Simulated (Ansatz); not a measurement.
# Ru, pressure series

Consider Ru in the hcp (Mg type) structure (space group P6_3/mmc, No. 194).

```yaml
crystal:
  lattice:
    - [2.72216, 0.00000, 0.00000]
    - [-1.36108, 2.35746, 0.00000]
    - [0.00000, 0.00000, 4.29083]
  atoms:
    - { symbol: Ru, position: [0.33333, 0.66667, 0.75000] }
    - { symbol: Ru, position: [0.66667, 0.33333, 0.25000] }
```

Cell and atoms are relaxed at each pressure.

Method: PBE, PAW, 420 eV (Ansatz, a quantum-chemistry and plane-wave program; scalar-relativistic without spin-orbit coupling).

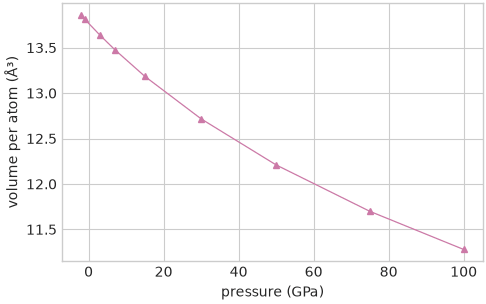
*Volume against pressure*

**Question.** Estimate the zero-pressure bulk modulus from the plot.

**Answer.** About 310 GPa; a third-order Birch–Murnaghan fit to the points gives V₀ = 13.77 Å³/atom, B₀ = 314 GPa and B₀′ = 4.7.

Load acts through the strain it causes; cell and atoms are relaxed under it. Whether these cells are dynamically stable was not tested. No other phases were tried under pressure. The final runs are not spin-polarised.
